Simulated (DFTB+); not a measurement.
## C₃H₃N₂ (charge −1): energy and gradient calculation

- system: C₃H₃N₂, charge −1, SMILES c1cn[n-]c1
- method: DFTB2, U-SCC, dispersion D4 (DFTB+ 25.1)

The geometry comes from this level: GFN2-xTB.

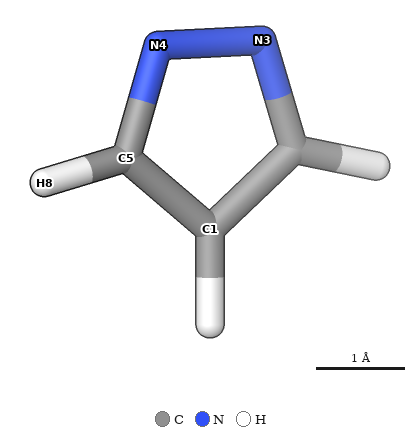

*The structure as given in the input (stick view, seen at a tilt; atoms are numbered from 1 in the order of the input).*

Bond lengths as drawn: C–C 1.39 Å, C–H 1.08 to 1.09 Å, C–N 1.33 Å and N–N 1.34 Å.

### Input file (dftb_in.hsd)
```
# DFTB2 energy and gradient
Geometry = GenFormat {
  8 C
  C N H
     1  1     -0.448060      0.373480      0.510530
     2  1      0.917670      0.113110      0.576970
     3  2      1.320970     -0.558690     -0.502800
     4  2      0.255830     -0.755820     -1.293510
     5  1     -0.806880     -0.205430     -0.703060
     6  3     -1.073940      0.895440      1.223730
     7  3      1.619790      0.383840      1.358660
     8  3     -1.785380     -0.245920     -1.170520
}

Hamiltonian = DFTB {
  SCC = Yes
  SlaterKosterFiles = Type2FileNames {
    Prefix = "slakos/"
    Separator = ""
    Suffix = ".spl"
    LowerCaseTypeName = Yes
  }
  MaxAngularMomentum = {
    C = "p"
    N = "p"
    H = "s"
  }
  Charge = -1
  SCCTolerance = 1e-08
  MaxSCCIterations = 300
  Filling = Fermi {
    Temperature [K] = 300
  }
  SpinPolarisation = Colinear {
    UnpairedElectrons = 0
  }
  SpinConstants = {
    ShellResolvedSpin = No
    C = -0.023
    N = -0.026
    H = -0.072
  }
  Dispersion = DftD4 {
    s6 = 1.0
    s8 = 1.2916225
    s9 = 0.0
    a1 = 0.5965326
    a2 = 4.8778602
  }
}

Analysis = {
  PrintForces = Yes
}

Options = {
  WriteResultsTag = Yes
}

ParserOptions = {
  ParserVersion = 14
}
```

Run as:
```bash
dftb+ > run.log
```

### The program's output
```
|  DFTB+ development version (commit: a23bfb2)

Reading input file 'dftb_in.hsd'
Parser version: 14

--------------------------------------------------------------------------------
Reading SK-files:
./slakos/cc.spl
./slakos/cn.spl
./slakos/ch.spl
./slakos/nn.spl
./slakos/nh.spl
./slakos/hh.spl
Done.

Processed input in HSD format written to 'dftb_pin.hsd'

Starting initialization...
--------------------------------------------------------------------------------
WARNING!
-> Dipole printed for a charged system : origin dependent quantity
OpenMP threads:              1
Chosen random seed:          1686291061
Current stacksize:           unlimited
Mode:                        Static calculation
Self consistent charges:     Yes
SCC-tolerance:                 0.100000E-07
Max. scc iterations:                    300
Shell resolved Hubbard:      No
Spin polarisation:           Yes
Nr. of up electrons:            13.000000
Nr. of down electrons:          13.000000
Periodic boundaries:         No
Electronic solver:           Relatively robust
Mixer:                       Broyden mixer
Mixing parameter:                  0.200000
Nr. of chrg. vec. in memory:            300
Max. SCC-cycles:                        300
Electronic temperature:              0.950045E-03 H      0.258520E-01 eV
Initial charges:             Set automatically (system chrg:  -0.100E+01)
Included shells:             C:  s, p
                             N:  s, p
                             H:  s
Using DFT-D4 dispersion corrections
Spin coupling constants:     C   1(s)-1(s):  -0.230000E-01
                             C   1(s)-2(p):  -0.230000E-01
                             C   2(p)-1(s):  -0.230000E-01
                             C   2(p)-2(p):  -0.230000E-01
                             N   1(s)-1(s):  -0.260000E-01
                             N   1(s)-2(p):  -0.260000E-01
                             N   2(p)-1(s):  -0.260000E-01
                             N   2(p)-2(p):  -0.260000E-01
                             H   1(s)-1(s):  -0.720000E-01
Extra options:
                             Mulliken analysis
                             Force calculation
Force type                   original

--------------------------------------------------------------------------------

***  Geometry step: 0

 iSCC Total electronic   Diff electronic      SCC error
    1   -0.11497894E+02    0.00000000E+00    0.48464658E+00
    2   -0.11488742E+02   -0.11497894E+02    0.12141502E+00
    3   -0.11501825E+02    0.91521121E-02    0.62055293E-01
    4   -0.11506002E+02   -0.13082230E-01    0.16788442E-01
    5   -0.11506040E+02   -0.41776489E-02    0.19362006E-02
    6   -0.11506040E+02   -0.37371465E-04    0.46444455E-03
    7   -0.11506040E+02   -0.28461604E-06    0.40391307E-04
    8   -0.11506040E+02   -0.49288484E-07    0.12255367E-04
    9   -0.11506040E+02   -0.29594283E-09    0.35761145E-05
   10   -0.11506040E+02   -0.88434149E-10    0.34400025E-06
   11   -0.11506040E+02   -0.42277293E-12    0.16066193E-07
   12   -0.11506040E+02   -0.15987212E-13    0.79313778E-09

Total Energy:                      -10.9939236630 H         -299.1599 eV
Extrapolated to 0K:                -10.9939236630 H         -299.1599 eV
Total Mermin free energy:          -10.9939236630 H         -299.1599 eV
Force related energy:              -10.9939236630 H         -299.1599 eV

--------------------------------------------------------------------------------
--------------------------------------------------------------------------------
--------------------------------------------------------------------------------
Missing                                +       0.01 (100.0%)       0.01 (100.0%)
Total                                  =       0.01 (100.0%)       0.01 (100.0%)
--------------------------------------------------------------------------------
```

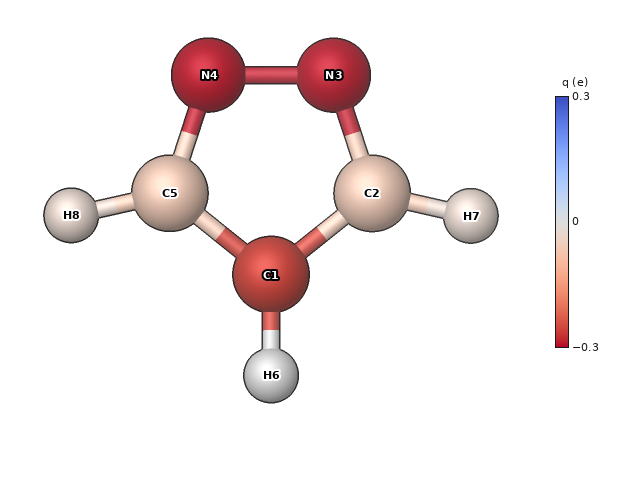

*Mulliken charges, as the colour of each atom (ball-and-stick view, seen on its broad side; atoms are numbered from 1 in the order of the input).*

By element: C −0.25 to −0.06, N −0.29 and H −0.03 to 0.00 e.

### Results in brief

```tsv
quantity	value
outcome	converged
total energy	−10.993924 hartree
dispersion energy	−0.003090 hartree
basis functions	23
largest force	1.637 eV/Å
HOMO	1.48 eV
LUMO	7.72 eV
hardware	1 thread of AMD EPYC (Zen 5), 24 GiB of memory available, shared host
peak memory	0.072 GiB
```
